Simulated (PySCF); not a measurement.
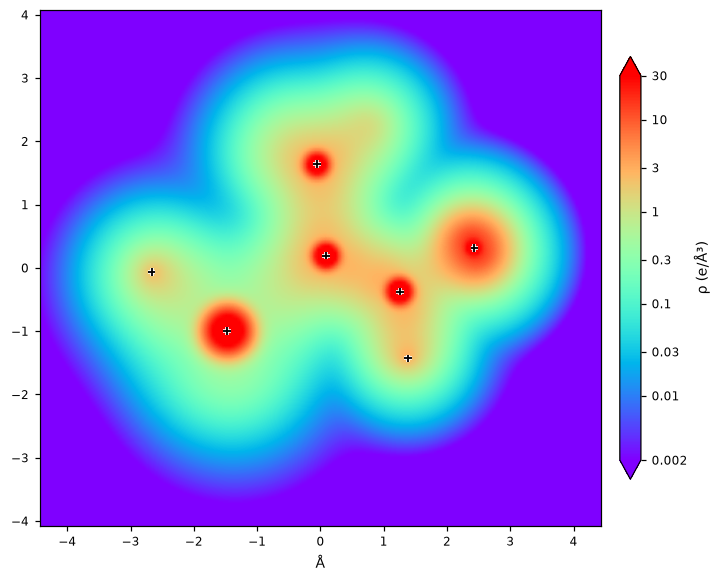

The electron density on a plane through atoms (crosses mark nuclei in the plane).

The calculation used PySCF, PBE0/pcSseg-1, SCF density, gas phase, non-relativistic.

Candidates:
A. C7H15PSi (SMILES C=CP1CC[SiH](C)CC1)
B. C4H6F2N (SMILES C[N+]#CCC(F)F) (charge +1)
C. C3H7FSi (SMILES C/C([SiH3])=C\F)

### Which system is this?

Candidate C: C3H7FSi on the plane of atoms C2, C4 and H12, which holds C, Si, F and H. C–C (1.30 Å): ρ is about 2.5 e/Å³ halfway. C–F (1.37 Å): ρ at the midpoint is about 2.1 e/Å³, with its minimum of 1.7 e/Å³ about 0.5 Å from C.
